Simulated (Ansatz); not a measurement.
**Two self-consistent states of Ti2SiS**

An SCF can end in more than one state. Here Ti2SiS, a borrowed structure type, volume estimated, is run from each state found earlier: which lies lowest, and what else changes?

Method: DFT, r2SCAN, with U_eff = 4.98 eV on Ti d and an intersite V, plane waves, PAW, in Ansatz 0.2.0.

## Step 1: The cell

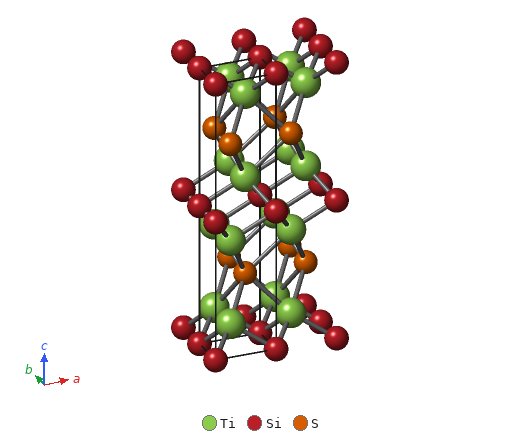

The structure slightly off an axis: titanium green, silicon red, sulfur orange. 2×2×1 cells are drawn.

Symmetry: P6_3/mmc, No. 194, hexagonal system. Conventional cell: a = 3.328 Å, b = 3.328 Å, c = 11.612 Å, α = 90.00°, β = 90.00°, γ = 120.00°. Ti (site symmetry 3m) has 3 Si at 2.24 Å and 3 S at 2.60 Å as nearest neighbours. Si (site symmetry -3m) is surrounded by 6 Ti at 2.24 Å. S (site symmetry -6m2) is surrounded by 6 Ti at 2.60 Å.

Structure file:

```
Ti Si S
1.0
     1.66398    2.88209    0.00000
    -1.66398    2.88209    0.00000
     0.00000    0.00000   11.61155
Ti Si S
4 2 2
Direct
  0.33333 0.33333 0.09900
  0.66667 0.66667 0.59900
  0.33333 0.33333 0.40100
  0.66667 0.66667 0.90100
  0.00000 0.00000 0.00000
  0.00000 0.00000 0.50000
  0.66667 0.66667 0.25000
  0.33333 0.33333 0.75000
```

The states: A, no atom with a moment over 0.3 μB (collinear spin); B, Ti1 up, Ti2 down, Ti3 up, Ti4 down (collinear spin). Each run reads its own saved solution as saved_state.

## Step 2: State A: the run

File input.yaml:

```yaml
crystal:
  lattice:
    - [1.663977, 2.882091, 0.0]
    - [-1.663977, 2.882091, 0.0]
    - [0.0, 0.0, 11.611551]
  atoms:
    - { symbol: Ti, position: [0.33333, 0.33334, 0.099] }
    - { symbol: Ti, position: [0.66666, 0.66667, 0.599] }
    - { symbol: Ti, position: [0.33333, 0.33334, 0.401] }
    - { symbol: Ti, position: [0.66667, 0.66667, 0.901] }
    - { symbol: Si, position: [0.0, 0.0, 0.0] }
    - { symbol: Si, position: [0.0, 0.0, 0.5] }
    - { symbol: S, position: [0.66667, 0.66666, 0.25] }
    - { symbol: S, position: [0.33334, 0.33333, 0.75] }
kpoints:
  mp_grid: { grid: [8, 8, 2], shift: [0, 0, 0] }
magnetization:
  spin_polarized: true
scf:
  occupations: { method: fermi_dirac }
  lower_state_search: "off"
  max_iter: 200
hamiltonian:
  pseudopotentials: { kind: paw }
  xc: r2scan
  hubbard:
    projectors: all-electron-ortho-atomic
    sites:
      - { species: Ti, l: d, u_eff: 4.98 }
      - { species: S, l: p, u_eff: 0.0 }
    v: [{ species: [Ti, S], l: [d, p], v: 0.75, r_cut: 3.121 }]
basis:
  ecutwfc: 500
  fft_grid_basis: typed
output:
  forces: true
  stress: true
  eigenvalues: true
  bader: true
  populations: true
  elf: true
  write_potential: true
  volumetric_format: npy
  dos:
    e_range: [-12, 8]
    de: 0.05
    projected: { site_lists: { S: [S], Si: [Si], Ti: [Ti] } }
checkpoint:
  read: saved_state
```

## Step 4: State B: the run

File input.yaml:

```yaml
crystal:
  lattice:
    - [1.663977, 2.882091, 0.0]
    - [-1.663977, 2.882091, 0.0]
    - [0.0, 0.0, 11.611551]
  atoms:
    - { symbol: Ti, position: [0.33333, 0.33334, 0.099], spin: 1.0 }
    - { symbol: Ti, position: [0.66666, 0.66667, 0.599], spin: 1.0 }
    - { symbol: Ti, position: [0.33333, 0.33334, 0.401], spin: 1.0 }
    - { symbol: Ti, position: [0.66667, 0.66667, 0.901], spin: 1.0 }
    - { symbol: Si, position: [0.0, 0.0, 0.0], spin: 0.0 }
    - { symbol: Si, position: [0.0, 0.0, 0.5], spin: 0.0 }
    - { symbol: S, position: [0.66667, 0.66666, 0.25], spin: 0.0 }
    - { symbol: S, position: [0.33334, 0.33333, 0.75], spin: 0.0 }
  symmetry: { detect: false, time_reversal: true }
kpoints:
  mp_grid: { grid: [8, 8, 2], shift: [0, 0, 0] }
  band_path:
    path:
      - [0.0, 0.0, 0.0]
      - [0.49999996, -1.5e-07, 0.0]
      - [0.66666652, 0.33333311, 0.0]
      - [0.0, 0.0, 0.0]
      - [0.0, 0.0, 0.5]
      - [0.49999996, -1.5e-07, 0.5]
      - [0.66666652, 0.33333311, 0.5]
      - [0.0, 0.0, 0.5]
      - [0.49999996, -1.5e-07, 0.5]
      - [0.49999996, -1.5e-07, 0.0]
      - [0.66666652, 0.33333311, 0.5]
    npoints: 6
magnetization:
  spin_polarized: true
scf:
  occupations: { method: fermi_dirac }
  lower_state_search: "off"
  max_iter: 200
hamiltonian:
  pseudopotentials: { kind: paw }
  xc: r2scan
  hubbard:
    projectors: all-electron-ortho-atomic
    sites:
      - { species: Ti, l: d, u_eff: 4.98 }
      - { species: S, l: p, u_eff: 0.0 }
    v: [{ species: [Ti, S], l: [d, p], v: 0.75, r_cut: 3.121 }]
basis:
  ecutwfc: 500
  fft_grid_basis: typed
output:
  forces: true
  stress: true
  eigenvalues: true
  bader: true
  populations: true
  elf: true
  write_potential: true
  volumetric_format: npy
  dos:
    e_range: [-12, 8]
    de: 0.05
    projected: { site_lists: { S: [S], Si: [Si], Ti: [Ti] } }
checkpoint:
  read: saved_state
```

(Steps that only read results are left out.)

Before running it: what results should come out? Wanted: for each run, free energy; largest site moment; size of the net moment; gap; pressure; largest force.

**Answer**, as computed:

```
state  free energy (meV/atom)  largest site moment (μB)  size of the net moment (μB/cell)  gap (eV)  pressure (GPa)  largest force (eV/Å)  SCF cycles
    A                    66.0                      0.00                              0.00     metal            39.7                  6.05          13
    B                     0.0                      0.74                              0.00      0.28            51.3                  6.86          11
```

State B lies lowest, 66.0 meV per atom under state A. They differ in kind: A is a metal, B is gapped. The atoms are far from rest (forces to 6.9 eV/Å), so order and character hold for this geometry alone. At the same volume their pressures differ by 11.5 GPa, the state with the larger moments having the higher pressure, so it wants the larger volume. Every run converged, so convergence alone does not show that a state is the lowest.

Caveats: a band edge lies within two smearing widths of the Fermi level; the stability of the state was not judged; atoms or cell far from equilibrium; the gap is not wide against the smearing.
